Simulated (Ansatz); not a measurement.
# AlNi (Pm-3m): modes against biaxial strain in the (001) plane

Wanted: the shifts of the zone-centre modes of AlNi (Pm-3m) with strain.

Main program and level: Ansatz 0.2.0; DFT PBEsol, scalar-relativistic, plane waves, PAW; PAW set soft_1.

The database entry behind the starting cell differs from later determinations by our own check (about 0.2 % short), so it need not match the best structure at ambient conditions.

## Step 1: The starting structure

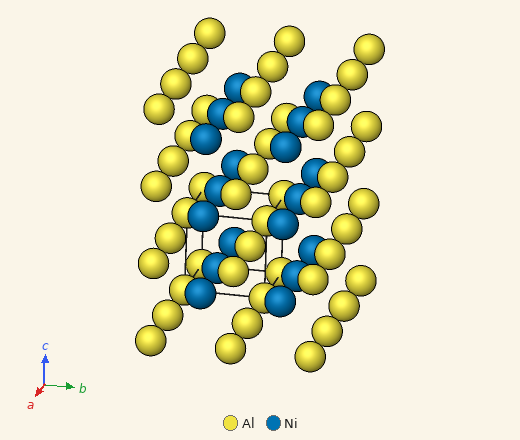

The cell as given, slightly off an axis (aluminium yellow, nickel blue). 3×2×3 cells are drawn. Some periodic images of atoms are drawn too.

## Step 2: Bringing the structure to rest

Harmonic phonons are second derivatives at a point where the forces vanish, and they are wanted at zero stress, so atoms and cell are relaxed first.

input.yaml

```yaml
crystal:
  lattice:
    - [2.881, 0.0, 0.0]
    - [0.0, 2.881, 0.0]
    - [0.0, 0.0, 2.881]
  atoms:
    - { symbol: Al, position: [0.0, 0.0, 0.0] }
    - { symbol: Ni, position: [0.5, 0.5, 0.5] }
kpoints:
  mp_grid: { grid: [14, 14, 14] }
hamiltonian:
  xc: pbesol
  pseudopotentials: { kind: paw, azcp: { folder: soft_1 }, xc_functional: pbe }
scf:
  occupations: { method: gaussian, width: 0.1 }
output:
  forces: true
  stress: true
  eigenvalues: true
relax:
  adjacent_minimum: "off"
  f_tol: 0.005
  max_steps: 80
  cell: { stress_tol: 0.05 }
```

Command:

```
$ ansatz run input.yaml --threads 4 --pin off --max-ram 10240MiB --backend cpu --events-out ev --progress --plain --runs-dir out
```

Numbers of over 12 decimals in the logs are rounded to 6 here.

The program printed:

```text
Engine: ansatz 0.2.0, x86_64-unknown-linux-gnu
Pseudopotentials: kind: paw
Pseudopotential: Al, paw, valence charge 3, recommended cutoff 420 eV (normal), soft_1/Al.paw.azcp
Pseudopotential: Ni, paw, valence charge 18, recommended cutoff 420 eV (normal), soft_1/Ni.paw.azcp
Functional definition: PBEsol
  exchange = pbesol_x
  correlation = pbesol_c
Crystal: 2 atoms, lattice volume = 23.913 Å³
Basis set: ecut = 420 eV, 461 PW (Γ), exchange–correlation on 40×40×40 points (8 copies of the dense FFT grid, shifted against one another)
Bands: 15, of which v1, the nominal top of the filled ones, is band 11 counted from 1 (10 counted from 0)
Symmetry: 48 space group operations
Space group: Pm-3m (ITA 221), of the structure as read, at distance tolerance 2.9e-5 Å
k-points: 120 of 2744
Non-local potential: Al, projectors of the file, l = 0: 2, l = 1: 2, l = 2: 1
Non-local potential: Ni, projectors of the file, l = 0: 3, l = 1: 2, l = 2: 3, l = 3: 1
PAW form: soft (Blöchl's): semilocal exchange-correlation on the pseudo side does not see the compensation charge
PAW frozen core: Al, regenerated for the run's functional, and the local potential with it (the file was generated under x = pbe(κ = 0.804, μ = 0.219515), c = pbe(β = 0.066725))
PAW frozen core: Ni, regenerated for the run's functional, and the local potential with it (the file was generated under x = pbe(κ = 0.804, μ = 0.219515), c = pbe(β = 0.066725))
PAW one-centre angular grid: Al, 110 points (default); XC on 64 Gauss nodes
PAW one-centre angular grid: Ni, 590 points (default); XC on 64 Gauss nodes
Initial density: superposition of atomic densities (chi_scale 0.1, normalization cell, long waves kept (reshape's long-wave potential 0.00 eV rms))
Initial wavefunctions: pseudopotential atomic-orbital guess
Functional: x = pbesol(κ = 0.804, μ = 0.123457), c = pbesol(β = 0.046)
SCF iter   1: F=—  HF=-6331.244153 eV  |F-HF|=—  |Δ(HF+E_count)|=         —  Δρ=8.10e-2  dr2=1.57e0  ethr=3.10e-3  ⟨swp⟩=4.1  Hψ=8024  notcnv=0
preconditioner: auto → none  [metal: Δε(μ)=0.060 eV  Ē_g=10.131 eV  σ=0.100 eV  W_gap=0.33  n_scr=6 (ndim 8)  ℏωp=27.4 eV  f_vac=0.000  D(μ)=0.85/eV (n_scr^D=6)  sad-step TF]
SCF iter   2: F=—  HF=-6331.084661 eV  |F-HF|=—  |Δ(HF+E_count)|=   1.59e-1  Δρ=5.90e-2  dr2=9.06e-1  ethr=3.10e-3  ⟨swp⟩=2.0  Hψ=3230  notcnv=0  defer=52
SCF iter   3: F=—  HF=-6330.890423 eV  |F-HF|=—  |Δ(HF+E_count)|=   1.94e-1  Δρ=2.39e-2  dr2=1.21e-1  ethr=3.10e-3  ⟨swp⟩=2.0  Hψ=2295  notcnv=0  defer=52
SCF iter   4: F=—  HF=-6330.870070 eV  |F-HF|=—  |Δ(HF+E_count)|=   2.04e-2  Δρ=5.24e-3  dr2=3.88e-3  ethr=5.75e-4  ⟨swp⟩=2.1  Hψ=3202  notcnv=0  defer=49
SCF iter   5: F=—  HF=-6330.869885 eV  |F-HF|=—  |Δ(HF+E_count)|=   1.85e-4  Δρ=4.62e-4  dr2=2.27e-5  ethr=1.85e-5  ⟨swp⟩=2.3  Hψ=2429  notcnv=0  defer=49
SCF iter   6: F=—  HF=-6330.869877 eV  |F-HF|=—  |Δ(HF+E_count)|=   8.21e-6  Δρ=9.65e-5  dr2=1.21e-6  ethr=1.08e-7  ⟨swp⟩=2.0  Hψ=3015  notcnv=0  defer=49
SCF iter   7: F=-6330.869877 eV  HF=-6330.869877 eV  |F-HF|=2.37e-8  |Δ(HF+E_count)|=   1.35e-7  Δρ=1.06e-5  dr2=1.76e-8  ethr=4.76e-10  ⟨swp⟩=6.6  Hψ=8453  notcnv=0
SCF 1 converged in 7 iterations: F = -6330.869877 eV  dr2 = 1.76e-8
  greatest PAW one-centre occupation: 1.001 electrons in one spin orbital (limit 2), on the Ni atom at site 1 (counted from 0), in its partial waves of l = 1
relax step   1: F+E_penalty+E_count = -6330.86987662 eV  Δ(F+E_penalty+E_count) = +0.000e0 eV  max|allowed force component| = 8.428e-29 eV/Å  Δτ_max = 0.0000 Å  P = -3.283 GPa  Ω = 23.913 Å³  (7 SCF iters, dr2 threshold 1.00e-7 eV, accepted)
Crystal: 2 atoms, lattice volume = 23.625 Å³
Initial density: handed on by an earlier stage of this run
Initial wavefunctions: those handed on with the density
iter 1 solved again at ethr=3.70e-6 eV; its pass at ethr=3.10e-3 eV (dr2=7.78e-4 eV) is discarded
SCF iter   1: F=—  HF=-6330.874201 eV  |F-HF|=—  |Δ(HF+E_count)|=         —  Δρ=2.24e-3  dr2=7.60e-4  ethr=3.70e-6  ⟨swp⟩=2.1  Hψ=10152  notcnv=0
preconditioner: auto → none  [metal: Δε(μ)=0.008 eV  Ē_g=9.741 eV  σ=0.100 eV  W_gap=0.05  n_scr=6 (ndim 8)  ℏωp=27.5 eV  f_vac=0.000  D(μ)=1.03/eV (n_scr^D=6)]
SCF iter   2: F=—  HF=-6330.874089 eV  |F-HF|=—  |Δ(HF+E_count)|=   1.12e-4  Δρ=3.51e-4  dr2=2.45e-5  ethr=3.62e-6  ⟨swp⟩=1.2  Hψ=1874  notcnv=0
SCF iter   3: F=—  HF=-6330.874100 eV  |F-HF|=—  |Δ(HF+E_count)|=   1.06e-5  Δρ=6.97e-5  dr2=8.14e-7  ethr=1.16e-7  ⟨swp⟩=1.8  Hψ=2286  notcnv=0
iter 4 did not close the SCF: its close was put off for the readings that it lacked (scf_convergence_deferred on its scf_iter line)
SCF iter   4: F=-6330.874100 eV  HF=-6330.874100 eV  |F-HF|=1.72e-9  |Δ(HF+E_count)|=   3.31e-7  Δρ=2.02e-5  dr2=4.35e-8  ethr=3.87e-9  ⟨swp⟩=2.0  Hψ=2583  notcnv=0
iter 5 did not close the SCF: its close was put off for the readings that it lacked (scf_convergence_deferred on its scf_iter line)
SCF iter   5: F=-6330.874100 eV  HF=-6330.874100 eV  |F-HF|=8.73e-11  |Δ(HF+E_count)|=   8.61e-9  Δρ=1.88e-6  dr2=3.58e-10  ethr=2.07e-10  ⟨swp⟩=1.2  Hψ=1830  notcnv=0
SCF iter   6: F=-6330.874100 eV  HF=-6330.874100 eV  |F-HF|=0.00e0  |Δ(HF+E_count)|=  3.09e-11  Δρ=5.22e-8  dr2=2.84e-13  ethr=1.70e-12  ⟨swp⟩=1.2  Hψ=5251  notcnv=0
SCF 2 converged in 6 iterations: F = -6330.874100 eV  dr2 = 2.84e-13
relax step   2: F+E_penalty+E_count = -6330.87409967 eV  Δ(F+E_penalty+E_count) = -4.223e-3 eV  max|allowed force component| = 2.654e-30 eV/Å  Δτ_max = 0.0000 Å  P = -1.310 GPa  Ω = 23.625 Å³  energy of the carried Pulay correction = +7.983e-5 eV  (6 SCF iters, dr2 threshold 2.00e-7 eV, accepted)
Crystal: 2 atoms, lattice volume = 23.438 Å³
iter 1 solved again at ethr=1.61e-6 eV; its pass at ethr=3.10e-3 eV (dr2=3.38e-4 eV) is discarded
SCF iter   1: F=—  HF=-6330.874942 eV  |F-HF|=—  |Δ(HF+E_count)|=         —  Δρ=1.49e-3  dr2=3.36e-4  ethr=1.61e-6  ⟨swp⟩=2.1  Hψ=10051  notcnv=0
preconditioner: auto → none  [metal: Δε(μ)=0.009 eV  Ē_g=9.808 eV  σ=0.100 eV  W_gap=0.05  n_scr=6 (ndim 8)  ℏωp=27.7 eV  f_vac=0.000  D(μ)=1.02/eV (n_scr^D=6)]
SCF iter   2: F=—  HF=-6330.874896 eV  |F-HF|=—  |Δ(HF+E_count)|=   4.58e-5  Δρ=2.35e-4  dr2=1.09e-5  ethr=1.60e-6  ⟨swp⟩=1.2  Hψ=1875  notcnv=0
SCF iter   3: F=—  HF=-6330.874897 eV  |F-HF|=—  |Δ(HF+E_count)|=   8.31e-7  Δρ=4.51e-5  dr2=3.14e-7  ethr=5.21e-8  ⟨swp⟩=1.9  Hψ=2350  notcnv=0
iter 4 did not close the SCF: its close was put off for the readings that it lacked (scf_convergence_deferred on its scf_iter line)
SCF iter   4: F=-6330.874897 eV  HF=-6330.874897 eV  |F-HF|=2.30e-9  |Δ(HF+E_count)|=   1.34e-7  Δρ=1.24e-5  dr2=1.59e-8  ethr=1.50e-9  ⟨swp⟩=2.0  Hψ=2661  notcnv=0
iter 5 did not close the SCF: its close was put off for the readings that it lacked (scf_convergence_deferred on its scf_iter line)
SCF iter   5: F=-6330.874897 eV  HF=-6330.874897 eV  |F-HF|=2.42e-10  |Δ(HF+E_count)|=   4.10e-9  Δρ=1.95e-6  dr2=3.92e-10  ethr=7.58e-11  ⟨swp⟩=1.1  Hψ=1827  notcnv=0
SCF iter   6: F=-6330.874897 eV  HF=-6330.874897 eV  |F-HF|=0.00e0  |Δ(HF+E_count)|=  1.82e-11  Δρ=4.15e-8  dr2=1.98e-13  ethr=1.87e-12  ⟨swp⟩=1.1  Hψ=5261  notcnv=0
SCF 3 converged in 6 iterations: F = -6330.874897 eV  dr2 = 1.98e-13
relax step   3: F+E_penalty+E_count = -6330.87489653 eV  Δ(F+E_penalty+E_count) = -7.969e-4 eV  max|allowed force component| = 2.120e-30 eV/Å  Δτ_max = 0.0000 Å  P = +0.045 GPa  Ω = 23.438 Å³  energy of the carried Pulay correction = +1.323e-4 eV  (6 SCF iters, dr2 threshold 2.00e-7 eV, accepted)
Initial wavefunctions: pseudopotential atomic-orbital guess (no wavefunctions were taken with the density)
iter 1 solved again at ethr=7.62e-9 eV; its pass at ethr=3.10e-3 eV (dr2=1.60e-6 eV) is discarded
SCF iter   1: F=—  HF=-6330.874766 eV  |F-HF|=—  |Δ(HF+E_count)|=         —  Δρ=2.19e-5  dr2=1.99e-8  ethr=7.62e-9  ⟨swp⟩=3.0  Hψ=13657  notcnv=0
preconditioner: auto → none  [metal: Δε(μ)=0.009 eV  Ē_g=9.813 eV  σ=0.100 eV  W_gap=0.05  n_scr=6 (ndim 8)  ℏωp=27.7 eV  f_vac=0.000  D(μ)=1.02/eV (n_scr^D=6)]
SCF iter   2: F=—  HF=-6330.874767 eV  |F-HF|=—  |Δ(HF+E_count)|=   1.33e-6  Δρ=1.57e-5  dr2=2.32e-8  ethr=9.47e-11  ⟨swp⟩=2.0  Hψ=3062  notcnv=0
SCF iter   3: F=—  HF=-6330.874767 eV  |F-HF|=—  |Δ(HF+E_count)|=   5.87e-9  Δρ=5.87e-6  dr2=3.99e-9  ethr=9.47e-11  ⟨swp⟩=1.6  Hψ=2420  notcnv=0
SCF iter   4: F=—  HF=-6330.874767 eV  |F-HF|=—  |Δ(HF+E_count)|=  8.18e-10  Δρ=6.14e-7  dr2=3.99e-11  ethr=1.90e-11  ⟨swp⟩=2.3  Hψ=2550  notcnv=0
iter 5 did not close the SCF: its close was put off for the readings that it lacked (scf_convergence_deferred on its scf_iter line)
SCF iter   5: F=-6330.874767 eV  HF=-6330.874767 eV  |F-HF|=0.00e0  |Δ(HF+E_count)|=  1.82e-12  Δρ=6.36e-8  dr2=4.32e-13  ethr=1.00e-12  ⟨swp⟩=1.0  Hψ=1800  notcnv=0
SCF iter   6: F=-6330.874767 eV  HF=-6330.874767 eV  |F-HF|=1.82e-12  |Δ(HF+E_count)|=  9.09e-13  Δρ=1.25e-8  dr2=1.67e-14  ethr=1.00e-12  ⟨swp⟩=3.0  Hψ=6532  notcnv=0
SCF 4 converged in 6 iterations: F = -6330.874767 eV  dr2 = 1.67e-14
relax step   4: F+E_penalty+E_count = -6330.87476693 eV  Δ(F+E_penalty+E_count) = +1.296e-4 eV  max|allowed force component| = 5.276e-30 eV/Å  Δτ_max = 0.0000 Å  P = +0.042 GPa  Ω = 23.438 Å³  stress off target by 4.18e-2 GPa  SCF on the basis re-selected at this cell (its energy is not comparable with the rows above)  (6 SCF iters)
basis re-selected at this cell: Δ(F+E_penalty+E_count) = +1.296e-4 eV, ΔP = -0.003 GPa vs the last step (what re-selecting the basis moved, of the pressure what is left beyond the Pulay correction that the steps carried, after the strain that the cell walked since its last selection, with what the two solves' SCF thresholds leave and, on support functions, any second-order correction that the steps lacked; it is no m [...]
SCF converged after 6 iterations
Free energy (F): -6330.874767 eV
Harris-Foulkes:  -6330.874767 eV  (|F-HF|=1.82e-12)
Internal energy: -6330.869674 eV  (E = F + TS)
E sigma→0 (E₀):  -6330.872220 eV
Entropy (-TS):   -0.005093 eV (-2.547 meV/atom)
Fermi energy:    14.057237 eV
--- Per-component energies (eV) ---
  E_band       = -333.829776
  E_kinetic    = 369.140225
  E_local      = -3718.717752  (includes V_loc(G=0)·N_el)
  E_nonlocal   = -105.507255
  E_hartree    = 1951.442577
  E_xc         = -151.755537
  E_vxc        = -177.579109  (∫ρ·V_xc dr)
  E_paw        = -2080.783194  (= ΣΔE_a)
  E_vpaw       = -604.051800  (= ΣTr[D̂ρ^β])
  E_aug_tail   = 0.000752  (compensation charges beyond the density's cutoff)
  E_ewald      = -2594.905919
  E_core_change = 0.216428  (= ΣΔE_core)
  E_smearing   = -0.005093  (= −TS)
  E_closure    = -0.000000  (closes the sum)
  Σ components = -6330.874767   (vs F -6330.874767, Δ=0.00e0)
--- Forces (eV/Å), atoms counted from 1 ---
  atom   1  Al     0.00000000     0.00000000     0.00000000
  atom   2  Ni    -0.00000000    -0.00000000    -0.00000000
  max |Σ_I F_I| component: 1.05e-29 eV/Å
--- Stress (GPa, compression-positive) ---
        0.041756      -0.000000       0.000000
       -0.000000       0.041756       0.000000
        0.000000       0.000000       0.041756
  P = ⅓ Tr σ = 0.0418 GPa (0.418 kbar)
--- Band table (eV; the first three rows and the last of 120) ---
  k-point 0: bands = [... 7 lower, 12.5098, 12.5098, 12.5098, 19.6367, 19.6367, 19.6367, 22.2636, 22.2636]
  k-point 1: bands = [... 7 lower, 12.4673, 12.4673, 12.5143, 18.6532, 19.7627, 19.7627, 22.2671, 23.1538]
  k-point 2: bands = [... 7 lower, 12.3526, 12.3526, 12.5271, 17.0463, 20.1283, 20.1283, 22.2774, 24.4375]
  k-point 119: bands = [... 7 lower, 13.0873, 13.0873, 16.0087, 16.0087, 16.0087, 17.9769, 18.6545, 18.6545]
--- Relaxed structure (3 steps of the walk, 3 accepted, 1 SCFs on fresh bases) ---
  F+E_penalty+E_count = -6330.87476693 eV   max|allowed force component| = 5.276e-30 eV/Å   (the final SCF, on the basis selected at the relaxed cell)
  cell:  # Å, volume = 23.4379 Å³
    - [2.861802, 0, 0]
    - [0, 2.861802, 0]
    - [0, 0, 2.861802]
  atoms:
    - { symbol: Al, position: [0, 0, 0] }
    - { symbol: Ni, position: [0.5, 0.5, 0.5] }
```

Wall time 6.7 s (4 threads of Intel Xeon at 2.50GHz (Skylake/Cascade Lake), shared host); peak memory 0.38 GiB; 21 s of CPU time.

This run has no spin polarisation, although Ni can carry a moment.

Relaxation path:

```tsv
step	energy less that of the first step (eV)	largest force component (eV/Å)	pressure (GPa)	volume (Å³)
1	0.0000	0.0000	-3.28	23.91
2	-0.0042	0.0000	-1.31	23.63
3	-0.0050	0.0000	0.04	23.44
4*	-0.0049	0.0000	0.04	23.44
```

Relaxation steps marked * repeat the geometry before them on a plane-wave basis chosen anew for their cell, so energy and pressure can jump there.

Forces are held to the 48 operations that the run works with; a distortion that breaks them can't arise in this run.

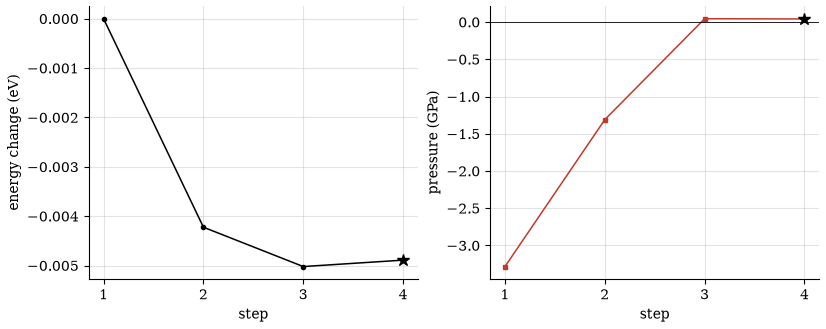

Energy and pressure along the relaxation. Stars mark steps on a basis chosen anew.

```tsv
conventional cell, symmetrised	before	after	change
a (Å)	2.881	2.862	-0.7 %
b (Å)	2.881	2.862	-0.7 %
c (Å)	2.881	2.862	-0.7 %
volume (Å³/atom)	11.96	11.72	-2.0 %
```

Final coordinates:

```xyz
2
Lattice="2.8618 0.0000 0.0000 0.0000 2.8618 0.0000 0.0000 0.0000 2.8618" Properties=species:S:1:pos:R:3 pbc="T T T"
Al    0.0000    0.0000    0.0000
Ni    1.4309    1.4309    1.4309
```

Numbers from this step:

```yaml
pressure: 0.04176 GPa
volume_per_atom: 11.72 Å³
gap_on_the_k_mesh: 0 eV
```

In this step the volume went from 11.96 to 11.72 Å³/atom.

## Step 3: Tight relaxation

Phonons need small forces and stress, so the relaxation is finished with tight tolerances on 16×16×16 k points.

input.yaml, the sections that differ from step 2:

```yaml
crystal:
  lattice:
    - [2.8618020258, 0.0, 0.0]
    - [0.0, 2.8618020258, 0.0]
    - [0.0, 0.0, 2.8618020258]
  atoms:
    - { symbol: Al, position: [0.0, 0.0, 0.0] }
    - { symbol: Ni, position: [0.5, 0.5, 0.5] }
kpoints:
  mp_grid: { grid: [16, 16, 16] }
scf:
  occupations: { method: methfessel_paxton, width: 0.2 }
relax:
  adjacent_minimum: "off"
  f_tol: 0.001
  max_steps: 60
  cell: { stress_tol: 0.01 }
# hamiltonian, output: as in step 2
```

The program printed:

```text
[...]
Crystal: 2 atoms, lattice volume = 23.438 Å³
Basis set: ecut = 420 eV, 461 PW (Γ), exchange–correlation on 40×40×40 points (8 copies of the dense FFT grid, shifted against one another)
Bands: 15, of which v1, the nominal top of the filled ones, is band 11 counted from 1 (10 counted from 0)
Symmetry: 48 space group operations
[...]
k-points: 165 of 4096
[...]
k-point 164: bands = [... 7 lower, 13.0928, 13.0928, 16.0103, 16.0103, 16.0103, 17.9775, 18.6572, 18.6572]
--- Relaxed structure (2 steps of the walk, 2 accepted, 1 SCFs on fresh bases) ---
[...]
cell:  # Å, volume = 23.4364 Å³
    - [2.861739, 0, 0.0]
    - [0, 2.861739, 0]
    - [0.0, 0, 2.861739]
  atoms:
    - { symbol: Al, position: [0, 0, 0] }
    - { symbol: Ni, position: [0.5, 0.5, 0.5] }
[key lines of the parts left out:]
SCF converged after 4 iterations
Free energy (F): -6330.874466 eV
Fermi energy:    14.083151 eV
P = ⅓ Tr σ = -0.0089 GPa (-0.089 kbar)
```

Wall time 6.8 s (4 threads); peak memory 0.4 GiB; 22 s of CPU time.

Little changed from the start: no atom moved by 0.005 Å and no cell edge by 0.1 %.

Numbers from this step:

* pressure: -0.008877 GPa

The forces vanish by symmetry and the pressure is -0.009 GPa, within the tolerances set. The cell now holds 11.72 Å³/atom.

## Step 4: Modes at rest

Phonons follow from the second derivative of the energy, found here by linear response.

The modes at rest are the reference of the series.

input.yaml, the sections that differ from step 3:

```yaml
crystal:
  lattice:
    - [2.8617390777, 0.0, 0.0]
    - [0.0, 2.8617390777, 0.0]
    - [0.0, 0.0, 2.8617390777]
  atoms:
    - { symbol: Al, position: [0.0, 0.0, 0.0] }
    - { symbol: Ni, position: [0.5, 0.5, 0.5] }
output:
  eigenvalues: true
phonons:
  method: dfpt
# kpoints, hamiltonian, scf: as in step 3
# relax: removed
```

The program printed:

```text
[...]
Crystal: 2 atoms, lattice volume = 23.436 Å³
Basis set: ecut = 420 eV, 461 PW (Γ), exchange–correlation on 40×40×40 points (8 copies of the dense FFT grid, shifted against one another)
Bands: 15, of which v1, the nominal top of the filled ones, is band 11 counted from 1 (10 counted from 0)
Symmetry: 48 space group operations
k-points: 405 of 4096 (irreducible under 8 space group operations, time reversal used)
[...]
SCF iter   1: F=—  HF=-6331.232971 eV  |F-HF|=—  |Δ(HF+E_count)|=         —  Δρ=7.71e-2  dr2=1.42e0  ethr=3.10e-3  ⟨swp⟩=4.0  Hψ=26962  notcnv=0
[...]
SCF iter   9: F=-6330.874466 eV  HF=-6330.874466 eV  |F-HF|=0.00e0  |Δ(HF+E_count)|=  9.09e-12  S|Δr|=    0.00e0  Δρ=2.27e-8  dr2=8.05e-14  ethr=1.00e-12  ⟨swp⟩=6.0  Hψ=24767  notcnv=0
SCF 1 converged in 9 iterations: F = -6330.874466 eV  dr2 = 8.05e-14
[...]
DFPT response loops at Γ: preconditioner auto → Kerker (q_TF=auto, 2.679 Å⁻¹) (partly filled bands, converged f_vac=0.000); β = 1.00, the filter's whole step (`scf.mixing.beta` (0.50) is not read by the response loops under this deck's `scf.mixing.preconditioner`; to damp them name `kerker` or `kerker_dos`, under which they read `scf.mixing.beta`, and type it under 1.00, their step now; both keys bind the ground state too); Broyden in place of MSR1
SCF converged after 9 iterations
[...]
Free energy (F): -6330.874466 eV
[...]
Internal energy: -6330.875548 eV  (E = F + TS)
E sigma→0 (E₀):  -6330.874736 eV
Entropy (-TS):   0.001082 eV (0.541 meV/atom)
Fermi energy:    14.083151 eV
[...]
--- Band table (eV; the first three rows and the last of 405) ---
  k-point 0: bands = [... 7 lower, 12.5147, 12.5147, 12.5147, 19.6379, 19.6379, 19.6379, 22.2655, 22.2655]
  k-point 1: bands = [... 7 lower, 12.4819, 12.4819, 12.5182, 18.8417, 19.7346, 19.7346, 22.2682, 22.9914]
  k-point 2: bands = [... 7 lower, 12.3913, 12.3913, 12.5282, 17.4518, 20.0172, 20.0172, 22.2760, 24.1389]
  k-point 404: bands = [... 7 lower, 13.0928, 13.0928, 16.0103, 16.0103, 16.0103, 17.9775, 18.6572, 18.6572]
--- Phonons (Γ-DFPT): 2 representative perturbations + reference, on 405 of 4096 k-points (Σ response iterations 7) ---
  k mesh reduced under 8 symmetry operations, with k and −k counted as one. Each operation leaves every solved perturbation unchanged. A smaller set is not used because it would not reduce the number of displacements times k-points to solve
  ASR residual: 1.107e-5 → 0.000e0 eV/Å²; symmetrization residual: 1.407e-6 eV/Å²
  ASR residual per site (eV/Å²): 8.92e-6 1.11e-5
  Γ frequencies (cm⁻¹): 0.00 0.00 0.00 302.10 302.10 302.10
  non-analytic LO–TO correction: not included (Born effective charges unavailable; polar crystals: no LO–TO splitting at Γ)
```

Wall time 21 s (4 threads); peak memory 0.72 GiB; 71 s of CPU time.

The column dr2 measures how far the density is from self-consistency, as an energy; F and HF (Harris–Foulkes) agree once it is small.

Numbers from this step:

```
sum-rule residual before enforcement                    : 1.11e-5 eV/Å²
point group                                             : m-3m
highest optical mode at the zone centre (no LO-TO term) : 302.1 cm⁻¹
lowest optical zone-centre mode                         : 302.1 cm⁻¹
```

Patterns of degenerate modes are one choice out of their space. Modes at Γ, with each element's share of the kinetic energy:

```tsv
mode	frequency (cm⁻¹)	symmetry	Al %	Ni %
1	0.0	acoustic	31	69
2	0.0	acoustic	31	69
3	0.0	acoustic	31	69
4	302.1	T1u	69	31
5	302.1	T1u	69	31
6	302.1	T1u	69	31
```

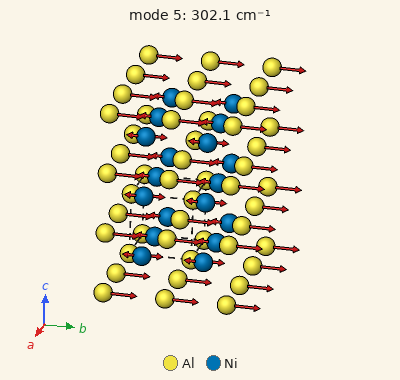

Displacement patterns of mode 5 at Γ; arrows are exaggerated. 3×2×3 cells are drawn. Some periodic images of atoms are drawn too.

Before it was imposed, the acoustic sum rule was missed by 1.1e-5 eV/Å². Small misses are needed for a sound result but don't prove that mesh and cutoff are converged. The lowest optical mode is real, 302 cm⁻¹.

(Continued in part 2 of 2.)

[Logs are printed without paths, hosts, clocks, repeated set-up lines and the standing remarks that a program may print on its own settings, such as how far it seeks lower states.]

[Hosts, paths, dates, database ids (printed as entryN), source tags and the programs' standing remarks are cut or masked in the printed files.]
